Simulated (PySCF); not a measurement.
C₃H₇F₃OSi₃ (SMILES C=C(F)[Si]1(C(F)F)[SiH2]O[SiH2]1)

Input

```
{"job": {"kind": "nmr", "xc": "PBE0", "basis": "pcSseg-1"}, "charge": 0, "multiplicity": 1}
C      2.622887    -1.055725     0.219729
C      1.318046    -1.094784     0.436161
F      0.806636    -2.158003     1.125337
Si    -0.057852     0.118863    -0.061258
C      0.900224     1.532455    -1.017389
F      1.572035     1.015509    -2.085026
F      1.848883     2.094535    -0.215839
Si    -1.716853     0.640798     1.541316
O     -2.729707    -0.162187     0.497726
Si    -2.079778    -0.770909    -0.904367
H      3.283021    -1.831854     0.569542
H      3.061932    -0.237635    -0.316943
H      0.279804     2.353512    -1.399762
H     -2.254142     1.992993     1.675995
H     -1.758860    -0.086690     2.803199
H     -2.303968    -2.210350    -0.876640
H     -2.799308    -0.128497    -2.001692
```

Run with:

```sh
OMP_NUM_THREADS=1 python probes_run.py task.json out
```

Geometry: GFN2-xTB.

The calculation used PBE0/pcSseg-1, SCF density, gas phase, non-relativistic (PySCF 2.14.0).

What will maps of the electron density and electron localisation function show?

C–C (1.32 Å): the density is about 2.3 e/Å³ at the midpoint; the ELF peaks at about 0.95 between the atoms (a multiple bond).
C–F (1.37 Å): the density is about 2.1 e/Å³ at the midpoint, with its minimum of 1.7 e/Å³ about 0.5 Å from C; the ELF peaks at about 0.85 between the atoms (a polar covalent bond).
C–Si (1.90 Å): ρ is about 0.92 e/Å³ halfway; the ELF peaks at about 1 between the atoms, as expected for a shared electron pair.
C–H (1.07 Å): the density is about 2.1 e/Å³ at the midpoint; the ELF climbs to about 1 towards the hydrogen, as it does in any bond to H; a covalent bond by its length.

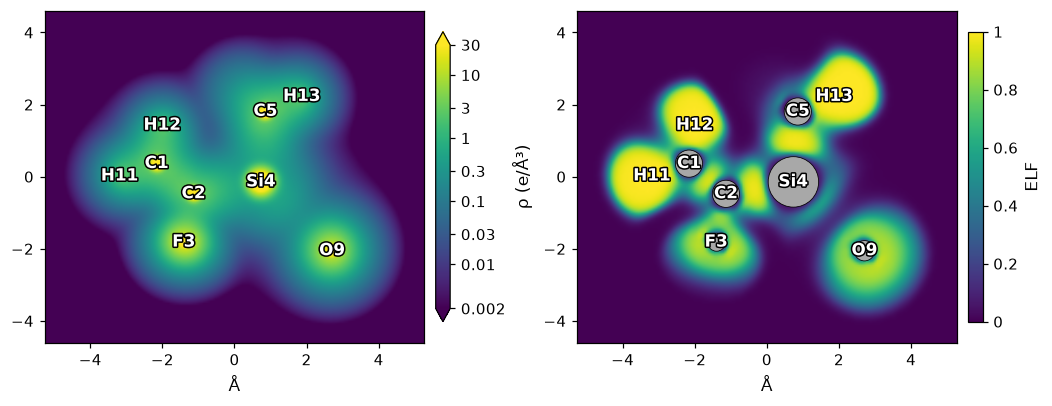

Computed electron density and electron localisation function on the plane of atoms F3, C2 and Si4, in this order. Grey discs cover the atomic cores in the ELF map. 
